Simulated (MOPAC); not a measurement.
C2H7ClSn (charge +1): geometry relaxation (part 1 of 2)

The run: geometry relaxation of C2H7ClSn, charge +1, multiplicity 2. Method and program: PM6-D3H4, unrestricted, dispersion D3H4 (MOPAC 23.2.5).

The starting geometry was optimised with PM6-D3H4.

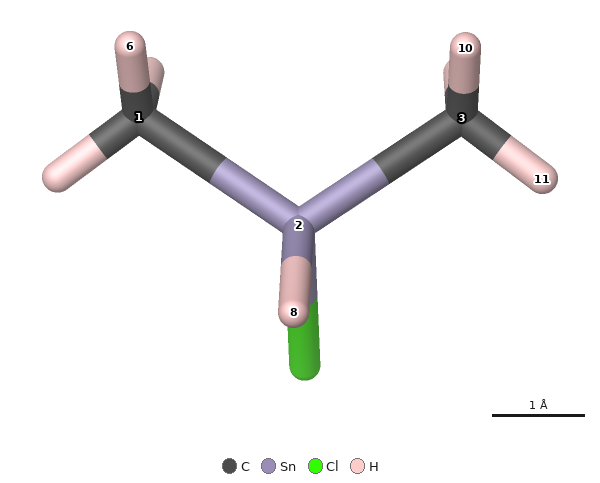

The starting structure (stick view, seen on its broad side; atoms are numbered from 1 in the order of the input). Sticks mark near contacts. Bond lengths as drawn: Cl–Sn 2.38 Å, C–H 1.10 Å, C–Sn 2.14 Å and H–Sn 1.68 Å.

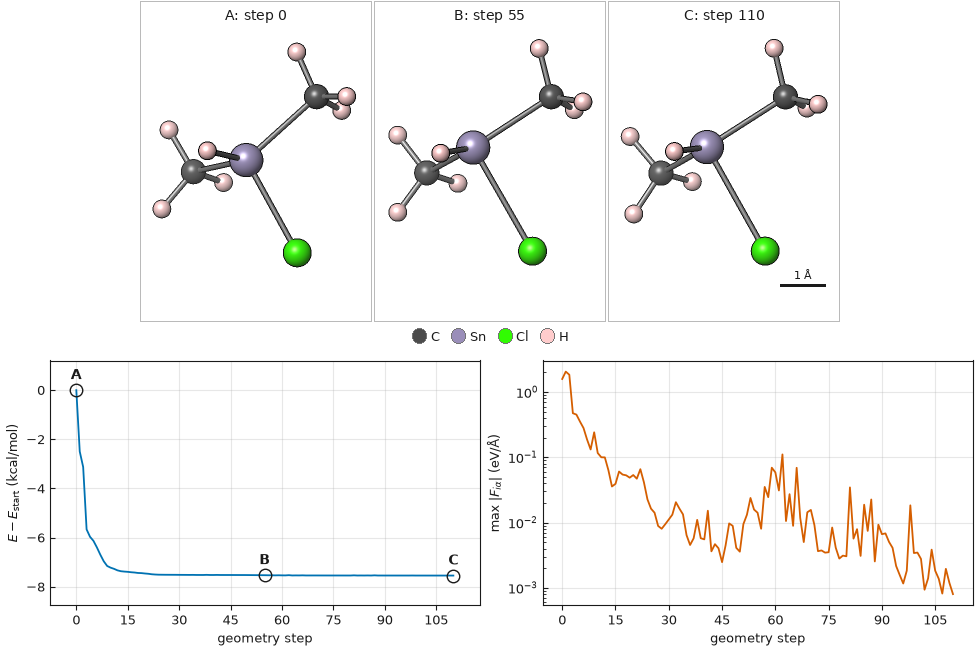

Frames of the relaxation (ball-and-stick view, seen at a tilt) above the curves, on which the letters mark them (steps are counted from 0).

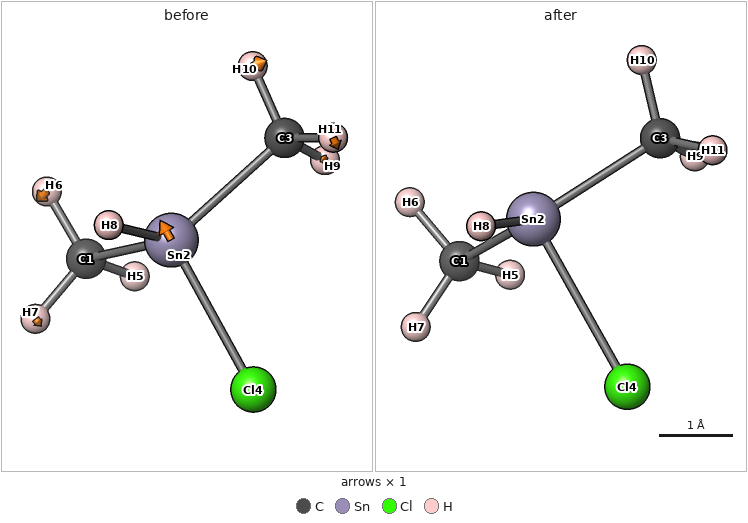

Before (left) and after (right) the relaxation, at one scale (ball-and-stick view, seen at a tilt). The orange arrows give the displacements, at true length. Sn2 moves most after the best rigid fit: 0.34 Å. By element the largest moves are Sn 0.34 Å, H 0.27 Å, Cl 0.04 Å, C 0.03 Å. Among the contacts that change: Sn2–Cl4 2.376 → 2.676 Å, C1–Sn2 2.142 → 2.105 Å, Sn2–C3 2.142 → 2.105 Å, C1–H5 1.104 → 1.110 Å. Among the angles that change: Cl4–Sn2–H8 105.7° → 94.5°, C1–Sn2–Cl4 104.0° → 94.1°, C1–Sn2–H8 115.5° → 121.2°. Over 110 geometry steps the energy falls by 7.54 kcal/mol. Largest force component: 1.6 eV/Å at the start, 0.0008 eV/Å at the end. (Atoms are counted from 1 in the order of the input.)

The input and output of the run follow.

## The input (job.mop)
```
DISP UHF DOUBLET CYCLES=300 CHARGE=1 GNORM=0.05 PM6-D3H4 THREADS=1 AUX(PRECISION=6)
C2H7ClSn, PM6-D3H4

C     -1.015421 +1     1.472173 +1    -0.302662 +1
Sn    -0.511450 +1    -0.578691 +1     0.057895 +1
C      1.571602 +1    -0.774585 +1     0.519037 +1
Cl    -0.726943 +1    -1.605596 +1    -2.073918 +1
H     -0.328511 +1     1.873149 +1    -1.067798 +1
H     -0.911429 +1     2.039079 +1     0.634824 +1
H     -2.051841 +1     1.525333 +1    -0.674628 +1
H     -1.560862 +1    -1.414497 +1     1.073360 +1
H      2.155104 +1    -0.280571 +1    -0.276919 +1
H      1.772528 +1    -0.295751 +1     1.489319 +1
H      1.830704 +1    -1.845573 +1     0.554424 +1
```

Launch command:
```bash
mopac job.mop
```

## The program's output
```
MOPAC v23.2.5
PM6-D3H4 CALCULATION RESULTS

 *  PM6-D3H4   - CORRECT DISPERSION AND HYDROGEN BOND TERMS USING THE D3H4 METHOD
 *  DOUBLET    - SPIN STATE DEFINED AS A DOUBLET
 *  UHF        - UNRESTRICTED HARTREE-FOCK CALCULATION
 *
 *
 *
 *                 CHARGE ON SYSTEM = +1
 *
 *
 *
 *  THREADS=1  - MULTI-THREADING NOT USED
 *  CYCLES=    - DO A MAXIMUM OF 300 STEPS
 *  GNORM      - EXIT WHEN GRADIENT NORM DROPS BELOW 0.050
 *  AUX        - OUTPUT AUXILIARY INFORMATION
 *  DISP       - PRINT DISPERSION AND HYDROGEN BOND ENERGIES
DISP UHF DOUBLET CYCLES=300 CHARGE=1 GNORM=0.05 PM6-D3H4 THREADS=1 AUX(PRECISION=6)
 C2H7ClSn, PM6-D3H4

   ATOM   CHEMICAL          X               Y               Z
  NUMBER   SYMBOL      (ANGSTROMS)     (ANGSTROMS)     (ANGSTROMS)

     1       C         -1.01542100  *   1.47217300  *  -0.30266200  *
     2      Sn         -0.51145000  *  -0.57869100  *   0.05789500  *
     3       C          1.57160200  *  -0.77458500  *   0.51903700  *
     4      Cl         -0.72694300  *  -1.60559600  *  -2.07391800  *
     5       H         -0.32851100  *   1.87314900  *  -1.06779800  *
     6       H         -0.91142900  *   2.03907900  *   0.63482400  *
     7       H         -2.05184100  *   1.52533300  *  -0.67462800  *
     8       H         -1.56086200  *  -1.41449700  *   1.07336000  *
     9       H          2.15510400  *  -0.28057100  *  -0.27691900  *
    10       H          1.77252800  *  -0.29575100  *   1.48931900  *
    11       H          1.83070400  *  -1.84557300  *   0.55442400  *

          CARTESIAN COORDINATES

    NO.       ATOM           X           Y           Z

     1         C         -1.0154      1.4722     -0.3027
     2        Sn         -0.5114     -0.5787      0.0579
     3         C          1.5716     -0.7746      0.5190
     4        Cl         -0.7269     -1.6056     -2.0739
     5         H         -0.3285      1.8731     -1.0678
     6         H         -0.9114      2.0391      0.6348
     7         H         -2.0518      1.5253     -0.6746
     8         H         -1.5609     -1.4145      1.0734
     9         H          2.1551     -0.2806     -0.2769
    10         H          1.7725     -0.2958      1.4893
    11         H          1.8307     -1.8456      0.5544

           Empirical Formula: C2 H7 Sn Cl  =    11 atoms

      MOLECULAR POINT GROUP   :   Cs

 DOUBLET STATE CALCULATION

          UHF CALCULATION, NO. OF ALPHA ELECTRONS =   13
                           NO. OF BETA  ELECTRONS =   12

          Geometry optimization using EF

          DIAGONAL MATRIX USED AS START HESSIAN

 CYCLE:     1 TIME:   0.016 TIME LEFT:  2.00D  GRAD.:    61.538 HEAT:  222.5437
 CYCLE:     2 TIME:   0.008 TIME LEFT:  2.00D  GRAD.:    86.418 HEAT:  220.0489
 CYCLE:     3 TIME:   0.008 TIME LEFT:  2.00D  GRAD.:    73.859 HEAT:  219.4171
 CYCLE:     4 TIME:   0.008 TIME LEFT:  2.00D  GRAD.:    26.343 HEAT:  216.8798
 CYCLE:     5 TIME:   0.008 TIME LEFT:  2.00D  GRAD.:    18.953 HEAT:  216.5781
 CYCLE:     6 TIME:   0.008 TIME LEFT:  2.00D  GRAD.:    18.987 HEAT:  216.4135
 CYCLE:     7 TIME:   0.000 TIME LEFT:  2.00D  GRAD.:    16.028 HEAT:  216.1483
 CYCLE:     8 TIME:   0.008 TIME LEFT:  2.00D  GRAD.:    11.210 HEAT:  215.8512
 CYCLE:     9 TIME:   0.008 TIME LEFT:  2.00D  GRAD.:     6.866 HEAT:  215.5828
 CYCLE:    10 TIME:   0.008 TIME LEFT:  2.00D  GRAD.:    11.699 HEAT:  215.3916
[... 91 lines of further cycles ...]
 CYCLE:   102 TIME:   0.000 TIME LEFT:  2.00D  GRAD.:     0.163 HEAT:  215.0020
 CYCLE:   103 TIME:   0.008 TIME LEFT:  2.00D  GRAD.:     0.061 HEAT:  215.0019
 CYCLE:   104 TIME:   0.000 TIME LEFT:  2.00D  GRAD.:     0.068 HEAT:  215.0018
 CYCLE:   105 TIME:   0.008 TIME LEFT:  2.00D  GRAD.:     0.199 HEAT:  215.0018
 CYCLE:   106 TIME:   0.000 TIME LEFT:  2.00D  GRAD.:     0.079 HEAT:  215.0017
 CYCLE:   107 TIME:   0.008 TIME LEFT:  2.00D  GRAD.:     0.070 HEAT:  215.0017
 CYCLE:   108 TIME:   0.000 TIME LEFT:  2.00D  GRAD.:     0.053 HEAT:  215.0017
 CYCLE:   109 TIME:   0.008 TIME LEFT:  2.00D  GRAD.:     0.097 HEAT:  215.0016
 CYCLE:   110 TIME:   0.000 TIME LEFT:  2.00D  GRAD.:     0.056 HEAT:  215.0016
 CYCLE:   111 TIME:   0.008 TIME LEFT:  2.00D  GRAD.:     0.040 HEAT:  215.0016

     GRADIENT =  0.03972 IS LESS THAN CUTOFF =  0.05000

 -------------------------------------------------------------------------------
 DISP UHF DOUBLET CYCLES=300 CHARGE=1 GNORM=0.05 PM6-D3H4 THREADS=1 AUX(PRECISION=6)
 C2H7ClSn, PM6-D3H4

     GEOMETRY OPTIMISED USING EIGENVECTOR FOLLOWING (EF).
     SCF FIELD WAS ACHIEVED

                              PM6-D3H4 CALCULATION

          FINAL HEAT OF FORMATION =        215.00155 KCAL/MOL =     899.56649 KJ/MOL

          TOTAL ENERGY            =     -15207.81932 KCAL/MOL = ELECTRONIC ENERGY + CORE-CORE REPULSION
          ENERGY OF ATOMS         =      15413.78890 KCAL/MOL
                              SUM =        205.96958 KCAL/MOL
          DISPERSION ENERGY       =         -1.07970 KCAL/MOL
          H - H CORRECTION ENERGY =         10.11167 KCAL/MOL
                              SUM =        215.00155 KCAL/MOL = FINAL HEAT OF FORMATION

          TOTAL ENERGY            =       -659.47346 EV
          ELECTRONIC ENERGY       =      -2049.61650 EV
          CORE-CORE REPULSION     =       1390.14304 EV
          COSMO AREA              =        141.55 SQUARE ANGSTROMS
          COSMO VOLUME            =        137.65 CUBIC ANGSTROMS

          GRADIENT NORM           =          0.03972          =       0.01198 PER ATOM
          IONIZATION POTENTIAL    =         15.634528 EV
          ALPHA SOMO LUMO (EV)    =        -15.689 -4.894
          BETA  SOMO LUMO (EV)    =        -15.635 -9.100
          NO. OF ALPHA ELECTRONS  =         13
          NO. OF BETA  ELECTRONS  =         12
          MOLECULAR WEIGHT        =        185.2203         POINT GROUP:  Cs

          MOLECULAR DIMENSIONS (Angstroms)

            Atom       Atom       Distance
            H    11    H     7     5.22950
            H    10   Cl     4     4.08056
            H     5    H     8     3.77634

          SCF CALCULATIONS        =        127

          WALL-CLOCK TIME         =      0.641 SECONDS
          COMPUTATION TIME        =      0.393 SECONDS

   ATOM   CHEMICAL          X               Y               Z
  NUMBER   SYMBOL      (ANGSTROMS)     (ANGSTROMS)     (ANGSTROMS)

     1       C         -1.05855581  *   1.42373887  *  -0.40486495  *
     2      Sn         -0.50466702  *  -0.49620656  *   0.25683029  *
     3       C          1.56273618  *  -0.85228809  *   0.43046107  *
     4      Cl         -0.68030594  *  -1.59630504  *  -2.17640524  *
     5       H         -0.31447471  *   1.83497187  *  -1.11782712  *
     6       H         -1.10962204  *   2.11344485  *   0.46832229  *
     7       H         -2.05508420  *   1.41173886  *  -0.89216246  *
     8       H         -1.62822128  *  -1.53562880  *   0.95203277  *
     9       H          2.13935569  *  -0.23778811  *  -0.29144096  *
    10       H          1.89911496  *  -0.57792953  *   1.45621511  *
    11       H          1.80392999  *  -1.92240533  *   0.26507508  *

                             CARTESIAN COORDINATES

   1    C       -1.058555811     1.423738866    -0.404864952
   2   Sn       -0.504667016    -0.496206558     0.256830290
   3    C        1.562736183    -0.852288085     0.430461070
   4   Cl       -0.680305941    -1.596305040    -2.176405240
   5    H       -0.314474713     1.834971873    -1.117827123
   6    H       -1.109622041     2.113444849     0.468322293
   7    H       -2.055084198     1.411738858    -0.892162463
   8    H       -1.628221284    -1.535628804     0.952032769
   9    H        2.139355686    -0.237788111    -0.291440961
  10    H        1.899114955    -0.577929528     1.456215110
  11    H        1.803929989    -1.922405334     0.265075081

           Empirical Formula: C2 H7 Sn Cl  =    11 atoms

      MOLECULAR POINT GROUP   :   Cs

          ALPHA EIGENVALUES
 -32.77087 -28.49691 -28.05428 -21.01939 -18.81380 -18.46544 -18.29909 -18.03871
 -17.86659 -17.23817 -17.21279 -16.16606 -15.68894  -4.89389  -3.93428  -1.72670
  -0.98859   1.45011   1.45814   1.52749   1.52932   2.60935   2.64828  77.43984
  77.49386  78.06074  78.55642  78.66415

           BETA EIGENVALUES
 -28.54796 -28.05334 -27.73158 -20.89702 -18.46670 -18.34151 -18.02791 -17.86096
 -16.68867 -16.58146 -16.18586 -15.63453  -9.10001  -4.82527  -3.91794  -1.72811
  -0.96385   1.45051   1.45854   1.52822   1.52994   2.60957   2.64843  78.57789
  78.70929  78.74392  79.25853  79.25934

              NET ATOMIC CHARGES AND DIPOLE CONTRIBUTIONS

  ATOM NO.   TYPE          CHARGE      No. of ELECS.   s-Pop       p-Pop       d-Pop
    1          C          -0.801560        4.8016     1.12155     3.68001
    2         Sn           1.184023        2.8160     1.23243     1.58355
    3          C          -0.801736        4.8017     1.12158     3.68015
    4         Cl           0.177083        6.8229     1.99839     4.82281     0.00172
    5          H           0.208458        0.7915     0.79154
    6          H           0.214872        0.7851     0.78513
    7          H           0.208160        0.7918     0.79184
    8          H          -0.020908        1.0209     1.02091
    9          H           0.208837        0.7912     0.79116
   10          H           0.214785        0.7852     0.78521
   11          H           0.207985        0.7920     0.79202
 DIPOLE           X         Y         Z       TOTAL
 POINT-CHG.    -0.833    -0.762     0.542     1.252
 HYBRID         0.393     0.319    -0.356     0.619
 SUM           -0.440    -0.443     0.186     0.651

          ATOMIC ORBITAL ELECTRON POPULATIONS

     Atom    s        px        py        pz      x^2-y^2     xz        z^2       yz        xy
    1  C   1.12155   1.23563   1.20976   1.23462
    2 Sn   1.23243   0.67435   0.59802   0.31118
    3  C   1.12158   1.20337   1.23606   1.24073
    4 Cl   1.99839   1.53707   1.54592   1.73982   0.00013   0.00032   0.00066   0.00053   0.00007
    5  H   0.79154
    6  H   0.78513
    7  H   0.79184
    8  H   1.02091
    9  H   0.79116
   10  H   0.78521
   11  H   0.79202

                    (SZ)    =    0.500000
                    (S**2)  =    0.751166

          ATOMIC ORBITAL SPIN POPULATIONS

    Atom   Total    s     px     py     pz   x^2-y^2  xz     z^2    yz     xy
         Atomic
    1  C  0.0032  0.000  0.000  0.002  0.000
    2 Sn -0.0223 -0.002 -0.002 -0.004 -0.014
    3  C  0.0035  0.000  0.003  0.000  0.000
    4 Cl  1.0055  0.000  0.460  0.424  0.121  0.000  0.000 -0.000 -0.000 -0.000
    5  H -0.0001 -0.000
    6  H -0.0003 -0.000
    7  H -0.0001 -0.000
    8  H  0.0112  0.011
    9  H -0.0001 -0.000
   10  H -0.0003 -0.000
   11  H -0.0002 -0.000

 *                    *
 * JOB ENDED NORMALLY *
 *                    *

 TOTAL JOB TIME:             0.65 SECONDS

 == MOPAC DONE ==
```

## Trajectory as extended XYZ (Å, eV, eV/Å), 20 of the 111 frames kept, from step=0 to step=110
```
11
Properties=species:S:1:pos:R:3:forces:R:3 step=0 energy=9.65041
C    -1.0154    1.4722   -0.3027   -0.0732  -0.5639  -0.5077
Sn   -0.5114   -0.5787    0.0579    0.5327   1.2013   1.5874
C     1.5716   -0.7746    0.5190   -0.3431  -0.3261  -0.5940
Cl   -0.7269   -1.6056   -2.0739   -0.0996  -0.4821  -1.0028
H    -0.3285    1.8731   -1.0678    0.0762   0.1810  -0.0188
H    -0.9114    2.0391    0.6348    0.0245   0.0668   0.1897
H    -2.0518    1.5253   -0.6746   -0.1545   0.1739   0.0218
H    -1.5609   -1.4145    1.0734   -0.2935  -0.3365   0.0094
H     2.1551   -0.2806   -0.2769    0.1688   0.1004   0.0102
H     1.7725   -0.2958    1.4893   -0.0053   0.0913   0.1813
H     1.8307   -1.8456    0.5544    0.1668  -0.1062   0.1236
11
Properties=species:S:1:pos:R:3:forces:R:3 step=6 energy=9.37308
C    -1.0174    1.4434   -0.3392   -0.0379  -0.1414  -0.2041
Sn   -0.5062   -0.5319    0.1854    0.0953   0.2811   0.0456
C     1.5567   -0.7892    0.4835   -0.0212  -0.2453  -0.1663
Cl   -0.7247   -1.6459   -2.2235    0.0158   0.0459   0.0890
H    -0.3301    1.8688   -1.0994   -0.0126  -0.0318  -0.0109
H    -0.9201    2.0473    0.5834   -0.0232   0.1841   0.1347
H    -2.0591    1.5255   -0.7108    0.0162  -0.0077  -0.0050
H    -1.5911   -1.4898    1.0196   -0.2123  -0.2378  -0.0158
H     2.1644   -0.2934   -0.2979    0.0143   0.0131  -0.0423
H     1.7867   -0.3136    1.4563    0.1697   0.0585   0.1846
H     1.8433   -1.8629    0.5335   -0.0041   0.0813  -0.0096
11
Properties=species:S:1:pos:R:3:forces:R:3 step=12 energy=9.33256
C    -1.0290    1.4391   -0.3593    0.0529  -0.0206  -0.0060
Sn   -0.5087   -0.5190    0.2207    0.0998   0.0918  -0.0569
C     1.5634   -0.8086    0.4672   -0.0142  -0.0176   0.0062
Cl   -0.7128   -1.6244   -2.2009    0.0262   0.0224  -0.0133
H    -0.3345    1.8257   -1.1355   -0.0217  -0.0205   0.0104
H    -0.9444    2.1071    0.5283   -0.0247   0.0095  -0.0039
H    -2.0655    1.4981   -0.7443   -0.0302  -0.0166  -0.0032
H    -1.6326   -1.5952    0.8475   -0.0657  -0.0489   0.0470
H     2.1505   -0.3074   -0.3309   -0.0470   0.0039   0.0058
H     1.8505   -0.3494    1.4410    0.0742  -0.0284   0.0053
H     1.8430   -1.8825    0.4868   -0.0495   0.0250   0.0084
```
